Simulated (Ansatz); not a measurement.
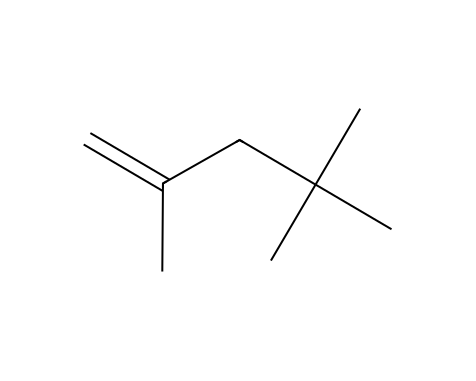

Give its SMILES.

C=C(C)CC(C)(C)C

Give the formula, hydrogens included.

C8H16.

An optimisation with PBE0-D4/def2-TZVP gave a structure of which point group?

C1. Other conformers may differ.

More results for the same structure follow; atom numbers are the same in all pictures, views and colours differ. Computed geometry: PBE0-D4/def2-TZVP optimisation. No frequency run is at hand to confirm it as a minimum.

Charges

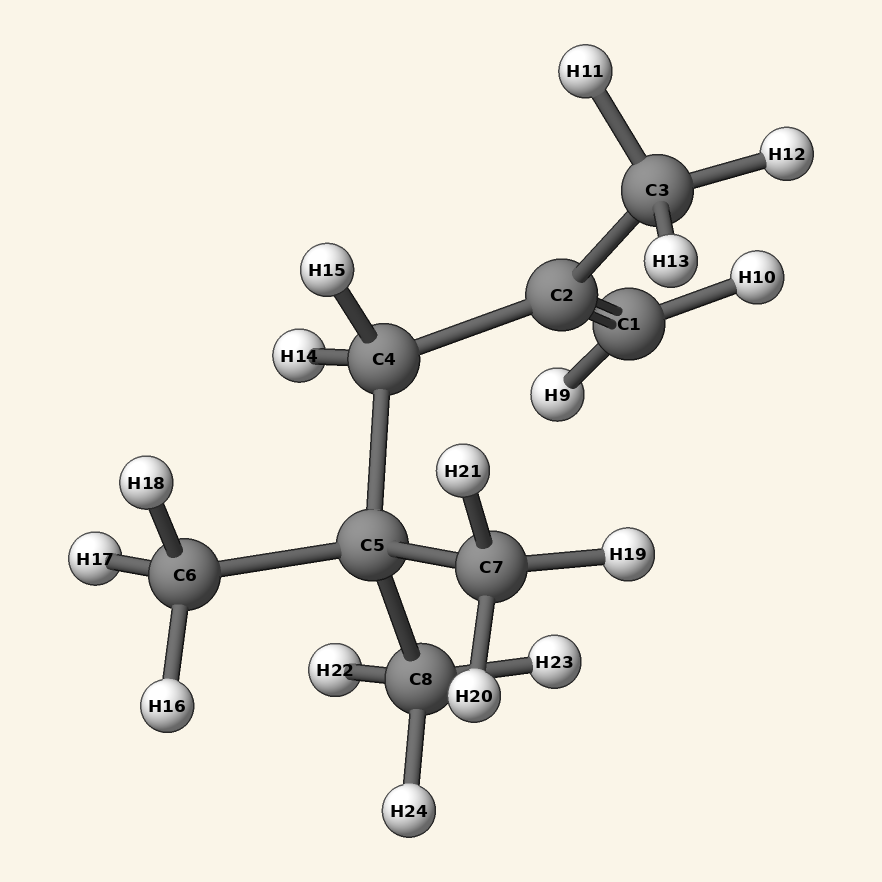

The questions are on Mulliken charges. No frequency run is at hand to confirm it as a minimum. Level of theory: RKS B3LYP-D4/def2-TZVPP (Ansatz 0.2.0).

Which atom carries the highest charge (most positive or least negative)?

C5 (0.29 e).

And the lowest?

C7 (−0.33 e).

List the Mulliken charges.

| atom | value (e) |
| --- | --- |
| C1 | −0.25 |
| C2 | −0.01 |
| C3 | −0.24 |
| C4 | −0.14 |
| C5 | 0.29 |
| C6 | −0.30 |
| C7 | −0.33 |
| C8 | −0.31 |
| H9 | 0.09 |
| H10 | 0.08 |
| H11 | 0.09 |
| H12 | 0.07 |
| H13 | 0.08 |
| H14 | 0.07 |
| H15 | 0.06 |
| H16 | 0.08 |
| H17 | 0.08 |
| H18 | 0.08 |
| H19 | 0.09 |
| H20 | 0.08 |
| H21 | 0.08 |
| H22 | 0.07 |
| H23 | 0.09 |
| H24 | 0.08 |

Electronic properties

No frequency run is at hand to confirm it as a minimum. Level of theory: RKS r2SCAN0-D4/def2-TZVPP (Ansatz 0.2.0).

Estimate the dispersion correction.

−18.7 kJ/mol.

Estimate the HOMO energy (Kohn–Sham orbital).

−7.08 eV.

What is the HOMO–LUMO gap?

7.61 eV.

Dipole moment

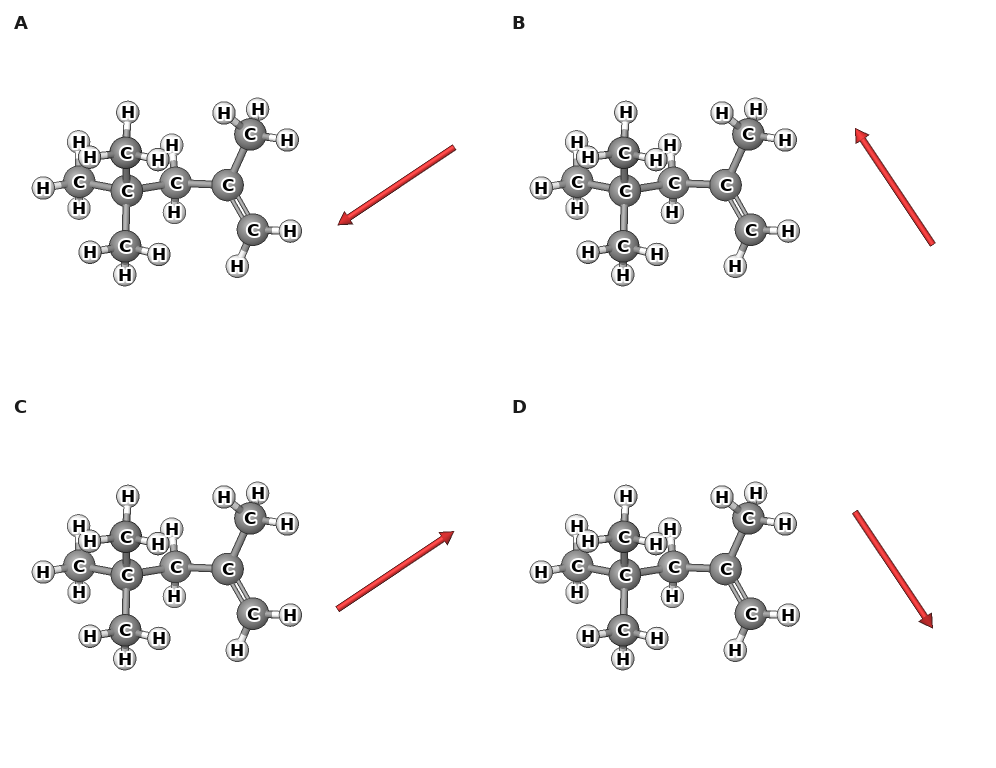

The same molecule four times, each with an arrow. No frequency run is at hand to confirm it as a minimum. Method: RKS PBE-D4/def2-TZVPP (Ansatz 0.2.0).

Which arrow points along the dipole moment, from the negative to the positive end?

B. The dipole moment is 0.49 D.

Mulliken values depend strongly on the basis set and can even reverse the polarity of a bond.
